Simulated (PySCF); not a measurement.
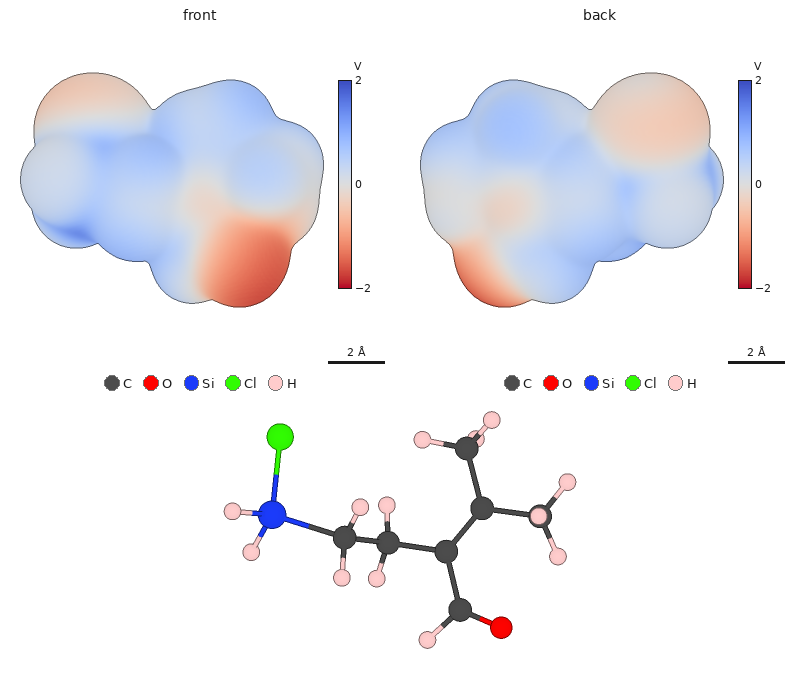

Figure. C7H13ClOSi. The molecular electrostatic potential painted on the density surface at 0.001 e/bohr³, seen from the front and from behind; red is negative and blue positive. The bare structure is drawn below in the same view.

Geometry: GFN2-xTB.

Method: PBE0/pcSseg-1, SCF density, gas phase, non-relativistic (PySCF 2.14.0).

```xyz
23

C    -2.8790   -0.3972    0.6730
C    -1.4703    0.0857    0.5896
C    -1.3211    1.5770    0.5839
C    -0.4048   -0.7464    0.5434
C    -0.5352   -2.1976    0.5179
O    -1.5487   -2.8527    0.4267
C     1.0137   -0.2383    0.4737
C     1.4824   -0.1468   -0.9866
Si    3.1522    0.7441   -1.1837
Cl    2.9015    2.6464   -0.5495
H    -3.2648   -0.5683   -0.3329
H    -2.9497   -1.3436    1.2018
H    -3.5078    0.3473    1.1571
H    -2.2285    2.0430    0.2066
H    -0.4820    1.9100   -0.0197
H    -1.1649    1.9325    1.6035
H     0.4446   -2.7157    0.5865
H     1.0921    0.7358    0.9548
H     1.6697   -0.9230    1.0160
H     1.5377   -1.1531   -1.4035
H     0.7191    0.3782   -1.5665
H     3.5585    0.7833   -2.5858
H     4.1808    0.1267   -0.3505
```

Which sites attract a positive test charge, and which a negative one?

Answer. A positive charge is drawn to the negative regions and a negative charge to the positive ones. The most negative region (about −1.6 V) lies over O6, the most positive (about +1.2 V) over Si9. O6 is the likeliest acceptor of a hydrogen bond.

What dipole moment does the calculation give?

Answer. Its dipole moment is 1.59 D.
